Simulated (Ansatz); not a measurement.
The starting structures come from a database of crystals and need not be the phases stable at ambient conditions.

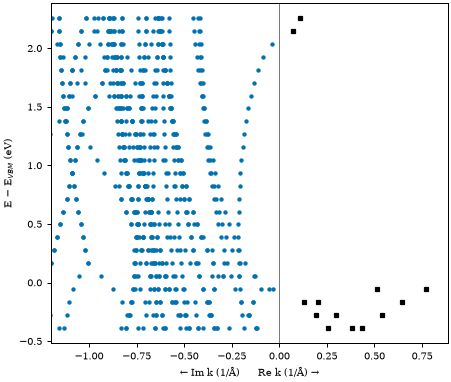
Figure: Complex bands at the centre of the two-dimensional zone; r2SCAN in Ansatz (a quantum-chemistry and plane-wave program)

No gap correction and no spin-orbit coupling; mid-gap values are interpolated between computed energies.

Task: This is In₂Ge₂O₇ (Fd-3m, not sure to be the ambient phase, 22 atoms a cell, 10.5 Å³ an atom) along the normal of (110). Read off the slowest decay at the centre of the two-dimensional zone at 1.04 eV, the computed energy nearest the middle of the gap.

Result: κ ≈ 0.20 1/Å, a decay length 1/(2κ) of the density of 2.5 Å.
